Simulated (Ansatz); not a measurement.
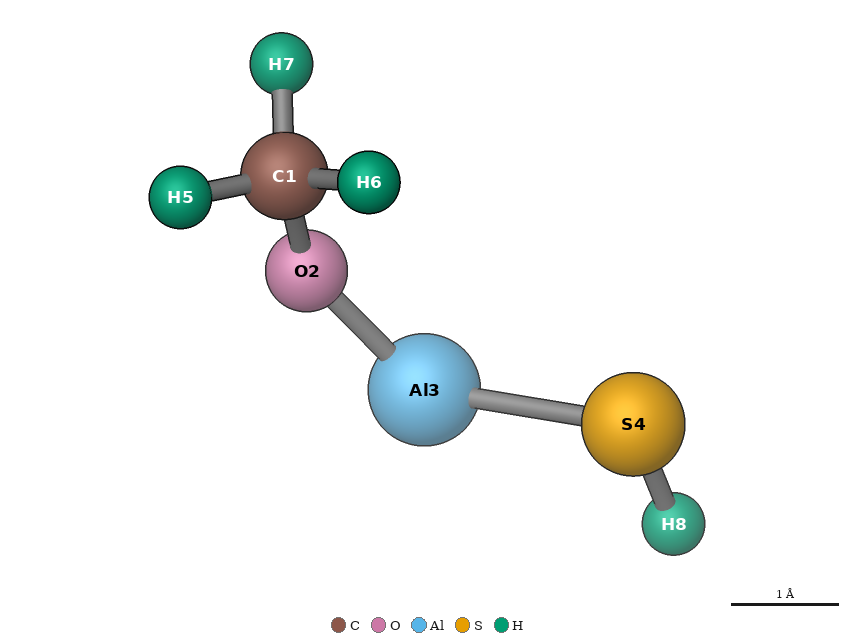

Orthographic view. Distant atoms are faded towards the background colour. State: neutral, doublet. Computed geometry: PBE-D4/def2-SVP optimisation. No frequency run is at hand to confirm it as a minimum.

Write the connection table.

C1: O2, H5, H6, H7
O2: C1, Al3
Al3: O2, S4
S4: Al3, H8
H5: C1
H6: C1
H7: C1
H8: S4
